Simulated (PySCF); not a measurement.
# TcO3: relaxation and vibrations of the doublet

The task is one start of a wider search on TcO3: the doublet, from a B3LYP minimum start. It is relaxed, tested by its Hessian and followed downhill if it is a saddle.

Method: B3LYP, basis Tc def2-SVP with ECP28, O def2-SVP, scalar-relativistic core potentials, no spin–orbit coupling, density fitting; program: PySCF 2.14.0.

### 1 Where the work starts

4 atoms, charge 0, spin multiplicity 2.

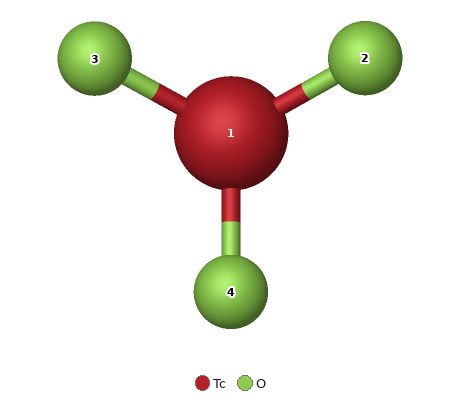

As it starts; technetium red, oxygen green; atoms are numbered from 1 in the order of the file.

```xyz
4
charge 0 multiplicity 2
Tc    0.0000    0.0000   -0.1144
O     1.6446    0.0000    0.2378
O    -0.8223    1.4243    0.2378
O    -0.8223   -1.4243    0.2378
```

### 2 Finding the electronic state

One driver script runs all steps and calls PySCF; scf.py shows how it sets up the SCF of each step. The optimiser is the driver's own. After this first run the driver tries any further starts and a stability analysis.

scf.py reads:

```python
from pyscf import gto, scf, dft
mol = gto.M(atom='''
Tc    -0.000000     0.000000    -0.114379
O      1.644613     0.000013     0.237827
O     -0.822318     1.424270     0.237827
O     -0.822295    -1.424283     0.237827''',
    basis={'Tc': 'def2-SVP', 'O': 'def2-SVP'},
    ecp={'Tc': 'def2-SVP'},
    charge=0, spin=1)
mf = dft.UKS(mol, xc='B3LYP')
mf.grids.atom_grid = (50, 194)
aux = {'Tc': 'def2-universal-JKFIT', 'O': 'def2-universal-JKFIT'}
mf = mf.density_fit(auxbasis=aux)
mf.conv_tol = 1e-08
mf.diis_space = 10
mf.max_cycle = 60
mf.init_guess = 'minao'
mf.verbose = 4
mf.kernel()
```

Launch:

```sh
$ OMP_NUM_THREADS=2 python axn.py task.json out
```

Standard output:

```text
init E= -297.953575312608
[... the frontier-level lines of each cycle are left out ...]
cycle= 1 E= -305.635308856475  delta_E= -7.68  |g|= 1.34  |ddm|= 2.44
cycle= 2 E= -298.484465208101  delta_E= 7.15  |g|= 3.89  |ddm|= 3.94
cycle= 3 E= -306.261442421056  delta_E= -7.78  |g|= 0.396  |ddm|= 3.57
cycle= 4 E= -306.325528415029  delta_E= -0.0641  |g|= 0.149  |ddm|= 0.485
cycle= 5 E= -306.33601548863  delta_E= -0.0105  |g|= 0.0197  |ddm|= 0.169
cycle= 6 E= -306.336165469473  delta_E= -0.00015  |g|= 0.00614  |ddm|= 0.0214
cycle= 7 E= -306.336163793346  delta_E= 1.68e-06  |g|= 0.00841  |ddm|= 0.00972
cycle= 8 E= -306.336192287472  delta_E= -2.85e-05  |g|= 0.00238  |ddm|= 0.00657
cycle= 9 E= -306.33619866157  delta_E= -6.37e-06  |g|= 0.000457  |ddm|= 0.00466
cycle= 10 E= -306.336199501533  delta_E= -8.4e-07  |g|= 0.000302  |ddm|= 0.00213
cycle= 11 E= -306.33619965966  delta_E= -1.58e-07  |g|= 0.000108  |ddm|= 0.000897
cycle= 12 E= -306.336199676001  delta_E= -1.63e-08  |g|= 0.000152  |ddm|= 0.000392
cycle= 13 E= -306.33619968684  delta_E= -1.08e-08  |g|= 3.01e-05  |ddm|= 0.000126
cycle= 14 E= -306.336199688672  delta_E= -1.83e-09  |g|= 2.51e-05  |ddm|= 0.000111
Extra cycle  E= -306.336199685699  delta_E= 2.97e-09  |g|= 9.38e-05  |ddm|= 7.33e-05
converged SCF energy = -306.336199685699  <S^2> = 0.75438004  2S+1 = 2.0043753
```

This step, with its further starts and checks, ran for 12 s (2 threads of Arm Neoverse V1, shared host).

The starts that the driver tried:

```
                      start  energy (Eh)
    the minimal-basis guess  -306.336200
a thermally smeared density  -306.336200
      a smeared PBE density  -306.336200
```

The test of internal stability and the other starts found no lower solution of this spin.

### 3 Relaxing the doublet from the B3LYP minimum start

The program finds C3v symmetry in the start, which this walk keeps.

scf.py: that of step 2 with these lines changed.

```diff
@@ -3,4 +3,4 @@
-Tc    -0.000000     0.000000    -0.114379
-O      1.644613     0.000013     0.237827
-O     -0.822318     1.424270     0.237827
-O     -0.822295    -1.424283     0.237827''',
+Tc     0.000000     0.000000    -0.115054
+O      1.644613     0.000013     0.237152
+O     -0.822318     1.424270     0.237152
+O     -0.822295    -1.424283     0.237152''',
@@ -17 +16,0 @@
-mf.init_guess = 'minao'
```

Energy and gradient, step by step:

```
step  energy (Eh)  change (kJ/mol)  largest symmetric gradient (Eh/bohr)
   0  -306.336200             0.00                               0.00013
```

The walk took 1.9 s.

End point (C3v, 0 steps, 0.0 kJ/mol gained): Tc–O 1.682 Å (×3); O–Tc–O 115.7° (×3).

### 4 Vibrations and properties at this point

On the finer grid the gradient is checked again; gradients at displacements of ±0.02 bohr then give force constants and infrared intensities.

scf.py: that of step 3 with these lines changed.

```diff
@@ -3,4 +3,4 @@
-Tc     0.000000     0.000000    -0.115054
-O      1.644613     0.000013     0.237152
-O     -0.822318     1.424270     0.237152
-O     -0.822295    -1.424283     0.237152''',
+Tc     0.000000    -0.000000    -0.115050
+O      1.644709     0.000013     0.237151
+O     -0.822366     1.424353     0.237151
+O     -0.822343    -1.424366     0.237151''',
@@ -11 +11 @@
-mf.grids.atom_grid = (50, 194)
+mf.grids.atom_grid = (75, 302)
@@ -14 +14 @@
-mf.conv_tol = 1e-08
+mf.conv_tol = 1e-10
```

The driver hands on the density of the step before, so the log starts near convergence.

SCF at the final geometry:

```text
init E= -306.336261546413
[... the frontier-level lines of each cycle are left out ...]
cycle= 1 E= -306.336261546411  delta_E= 1.99e-12  |g|= 1.89e-06  |ddm|= 2.04e-06
Extra cycle  E= -306.336261546394  delta_E= 1.7e-11  |g|= 7.35e-06  |ddm|= 5.66e-06
converged SCF energy = -306.336261546394  <S^2> = 0.75438366  2S+1 = 2.0043789
```

The whole step took 33 s.

Geometry: C3v; Tc–O 1.682 Å (×3); O–Tc–O 115.7° (×3).

Modes, for the most abundant isotopes:

```
symmetry  ω (cm⁻¹)  IR (km/mol)  μ (u)     type
      a1       179         28.2  21.40     bend
       e       325          4.8  17.55     bend
       e      1008          332  19.25  stretch
      a1      1010          8.7  16.34  stretch
```

Every mode is real; the point is a minimum.

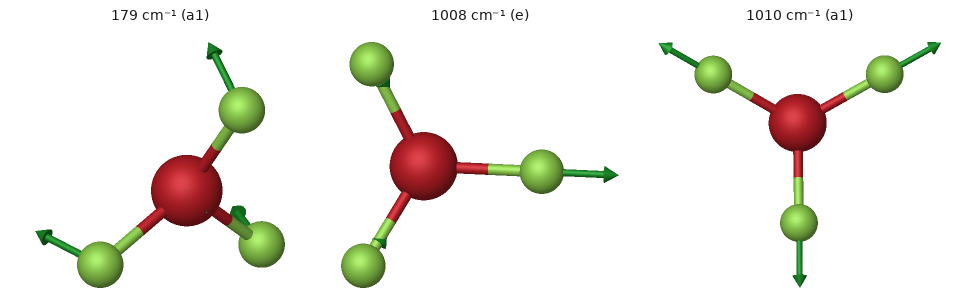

Displacements of 3 of the modes, as arrows (one member where a mode is degenerate).

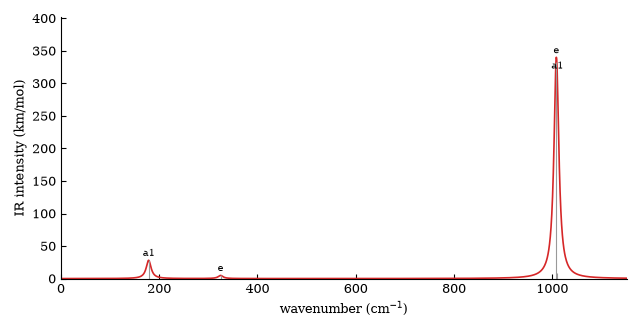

The harmonic infrared spectrum (widths in cm⁻¹). Lines are broadened to a width of 12 cm⁻¹ (Lorentzian).

Properties at this point:

```yaml
Dipole_moment: 1.85 D
Highest_occupied_level: -8.30 eV
Lowest_empty_level: -5.26 eV
Rotational_constants: 0.2446, 0.2446, 0.1299 cm⁻¹
Zero-point_energy: 23.1 kJ/mol
Principal_polarisabilities: 27.4, 40.8, 40.8 bohr³
Atomisation_energy_without_zero-point_energy: 1636 kJ/mol
Principal_traceless_quadrupole_moments_about_the_centre_of_mass: -3.44, -3.44, 6.88 D Å
Entropy_at_298.15_K_and_1_bar_electronic_part_spin_only: 293.4 J/(mol K)
Heat_capacity_Cp_at_298.15_K: 59.3 J/(mol K)
Enthalpy_at_298.15_K_above_0_K: 13.81 kJ/mol
Rotational_symmetry_number: 3
Spin_squared_⟨S²⟩: 0.754
```

Populations by atom (charges in e):

```
  atom  Mulliken  Löwdin  polar tensor  spin (Mulliken)  Mayer order to Tc1
   Tc1      1.05    0.29          1.74             0.95                   –
O2,3,4     -0.35   -0.10         -0.58             0.02                1.98
```

Outer orbital energies (eV). α occupied: -12.81, -12.64, -12.64, -10.28, -9.97, -9.97, -9.66, -8.30; empty: -4.23, -4.23, -1.12, -1.12. β occupied: -13.51, -12.48, -12.48, -12.17, -10.32, -9.83, -9.83, -9.70; empty: -5.26, -3.98, -3.98, -0.89.

Mulliken populations on Tc1 (outside its core potential): s 2.35, p 6.52, d 4.99, f 0.08.

### 5 Results

| quantity | value |
| --- | --- |
| minimum | doublet, C3v |
| geometry | Tc–O 1.682 Å (×3); O–Tc–O 115.7° (×3) |
| wavenumbers (cm⁻¹) | 179 (a1), 325 (e), 1008 (e), 1010 (a1) |
| dipole moment | 1.85 D |
| highest occupied, lowest empty level (either spin) | -8.30, -5.26 eV |
| polar-tensor charge of Tc1 | +1.74 e |
| zero-point energy | 23.1 kJ/mol |
| entropy at 298.15 K | 293.4 J/(mol K) |
| atomisation energy (no zero-point energy) | 1636 kJ/mol |
| ⟨S²⟩ | 0.754 |

**Reading.** The B3LYP minimum start keeps its C3v symmetry and ends in a minimum. In the infrared the band at 1008 cm⁻¹ (e, stretch) leads. Most of the spin sits on Tc1 (Mulliken spin 0.95, against 1 for the whole molecule). Other starts or spin states, not run here, may lie lower. One determinant may miss the lowest occupation of an open d or f shell.

The search up to here took 47 s.
